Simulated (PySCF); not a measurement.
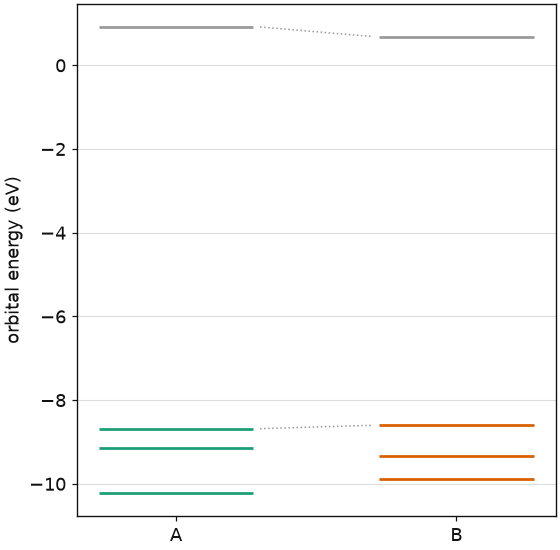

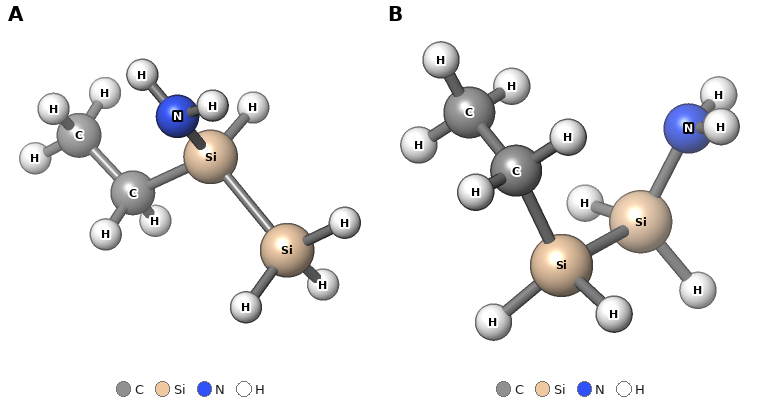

Related molecules: A is C₂H₁₁NSi₂, SMILES CC[Si@@H](N)[SiH3]; B is C₂H₁₁NSi₂, SMILES CC[SiH2][SiH2]N. Frontier orbital energies, CAM-B3LYP/def2-SVPD with PySCF 2.14.0, at a PBE0-D3(BJ)/def2-SVP geometry (no frequency check); drawn are at most three filled levels and, in grey, the LUMO with any level within 0.03 eV of it; dotted lines join the HOMOs and the LUMOs.

> What does the change do to the frontier levels?

From A to B the HOMO rises by 0.08 eV and the LUMO falls by 0.23 eV, so the separation goes from 9.60 to 9.29 eV.

> Does the ΔSCF ionisation energy follow the HOMO?

A: −ε(HOMO) 8.68, ΔSCF 9.44 eV; B: −ε(HOMO) 8.60, ΔSCF 9.35 eV.

Caveats, for all or some of the runs: empty levels above zero depend strongly on the basis; one conformer of a flexible molecule.
